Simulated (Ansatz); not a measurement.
# CH8GaNO3 (SMILES C[NH2+][Ga-]([OH])([OH])[OH]): what the fields show

Input file:

```
crystal:
  periodic: [false, false, false]
  atoms:
    - {symbol: C, position_ang: [0.097696, -1.673389, 0.849016]}
    - {symbol: N, position_ang: [0.903682, -0.561316, 0.325392]}
    - {symbol: Ga, position_ang: [-0.260439, 0.947663, -0.492783]}
    - {symbol: O, position_ang: [-0.930603, 1.626736, 1.047564]}
    - {symbol: O, position_ang: [1.027450, 1.886278, -1.352240]}
    - {symbol: O, position_ang: [-1.380715, -0.045466, -1.513934]}
    - {symbol: H, position_ang: [0.716389, -2.478279, 1.251138]}
    - {symbol: H, position_ang: [-0.530737, -2.051878, 0.043918]}
    - {symbol: H, position_ang: [-0.549821, -1.285874, 1.634848]}
    - {symbol: H, position_ang: [1.547195, -0.878476, -0.392274]}
    - {symbol: H, position_ang: [1.464073, -0.143217, 1.060962]}
    - {symbol: H, position_ang: [-1.888440, 1.654627, 1.053612]}
    - {symbol: H, position_ang: [1.093974, 2.791030, -1.043313]}
    - {symbol: H, position_ang: [-1.322506, 0.182259, -2.443108]}
basis:
  gaussian: {orbitals: def2-TZVPP}
hamiltonian: {xc: pbe0, dispersion: d4}
output: {orbitals: {seedname: orbitals}}
```

Launched as:

```sh
ansatz run in.yaml --threads 4 --pin off --events-out ev --progress --plain --max-ram 11315MiB
```

Geometry: PBE0-D4/def2-TZVP.

Method: RKS PBE0-D4/def2-TZVPP (Ansatz 0.2.0).

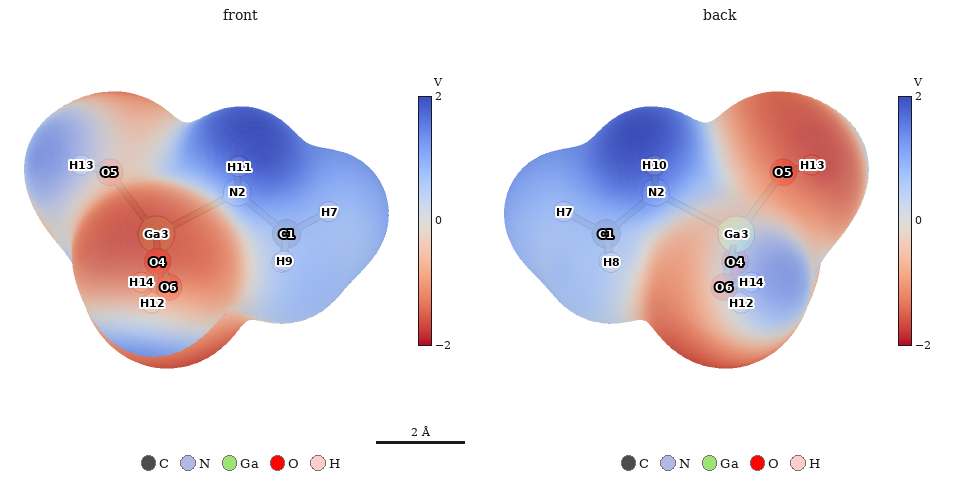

Figure 1. The electrostatic potential painted on the density surface at 0.001 e/bohr³, seen from the front and from behind; the colour scale runs from red (negative) to blue (positive).

Which sites attract a positive test charge, and which a negative one?

Answer. A positive charge is drawn to the negative regions and a negative charge to the positive ones. The most negative region (about −1.6 V) lies over O4, O5 and O6, the most positive (about +2.0 V) over H10 and H11.

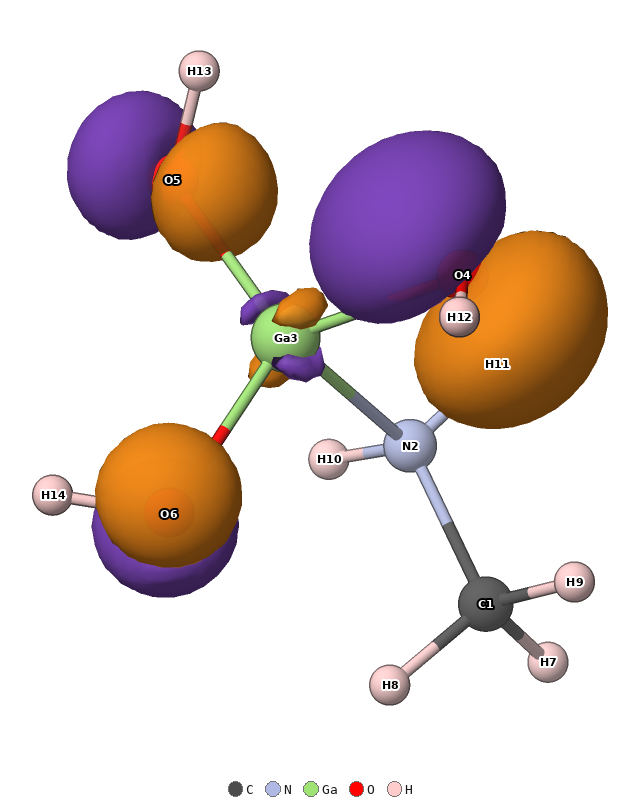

Figure 2. The HOMO−1 at ±0.15 Å⁻³ᐟ² (orange and purple are the two phases), seen at an oblique angle.

Describe this orbital and give its energy.

Answer. Its weight (Hirshfeld) is mainly on O4 (about 60 %), O6 (about 15 %), O5 (about 10 %) and Ga3 (about 5 %). Its energy is −7.83 eV.

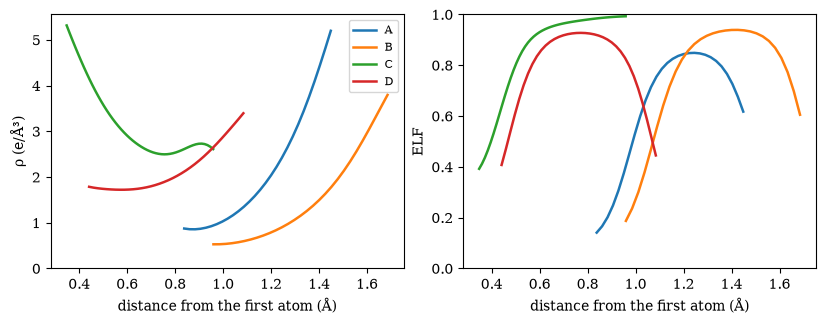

Figure 3. Electron density and electron localisation function along straight lines between neighbouring atoms. The curves leave out the atomic cores.

Which curve belongs to which contact (C–N, Ga–N, Ga–O and O–H)? The first atom named is at distance zero.

Answer. Curve A: Ga–O (1.81 Å): the density is about 0.87 e/Å³ at the midpoint; the ELF peaks at about 0.85 in the valence shell of O, 0.6 Å from its nucleus, and is about 0.25 at the midpoint. Curve B: Ga–N (2.07 Å): ρ is about 0.55 e/Å³ halfway; the ELF peaks at about 0.95 in the valence shell of N, 0.6 Å from its nucleus, and is about 0.40 at the midpoint. Curve C: O–H (0.96 Å): the density is about 3.8 e/Å³ at the midpoint; the ELF climbs to about 1 towards the hydrogen, as it does in any bond to H: a covalent bond by its length. Curve D: C–N (1.47 Å): ρ at the midpoint is about 1.9 e/Å³; the ELF peaks at about 0.95 between the atoms, as expected for a covalent bond.

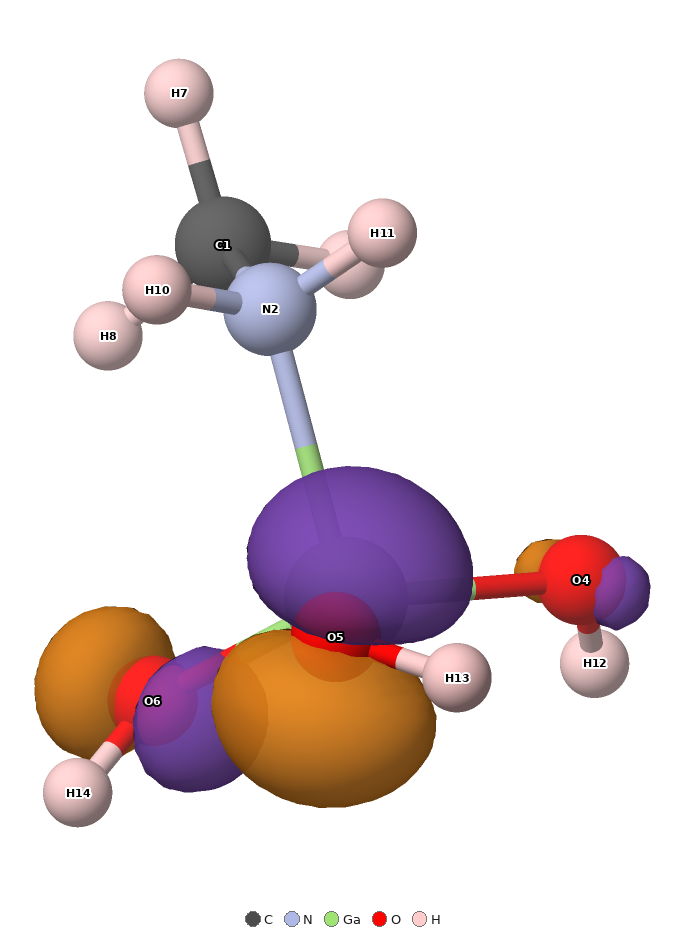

Figure 4. The HOMO at ±0.2 Å⁻³ᐟ² (orange and purple are the two phases), seen at an oblique angle.

What is the character of this orbital?

Answer. Its weight (Hirshfeld) is mainly on O5 (about 65 %), O6 (about 15 %) and Ga3 (about 10 %). Its energy is −7.81 eV.
